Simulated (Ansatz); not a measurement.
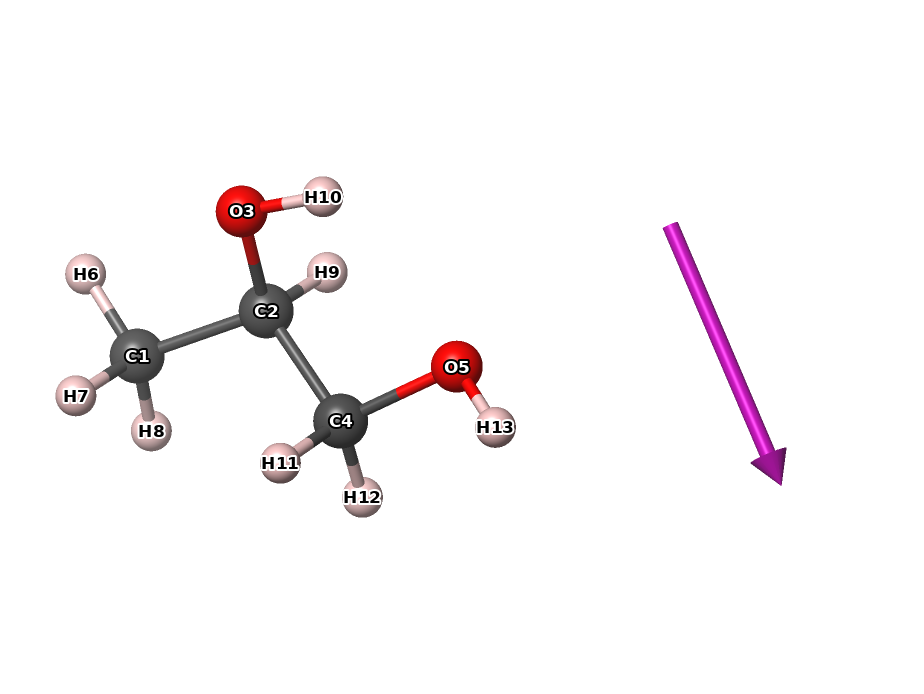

The arrow beside the molecule shows the direction of the dipole moment, from the negative to the positive end (its length means nothing). Computed geometry: PBE0-D4/def2-TZVP optimisation. Level of theory: RKS ωB97M-V/def2-TZVPP (Ansatz 0.2.0).

### Estimate the dipole moment.

2.41 D; it points from the side of H6 to the side of H12, H13 (the outermost atoms at the two ends).
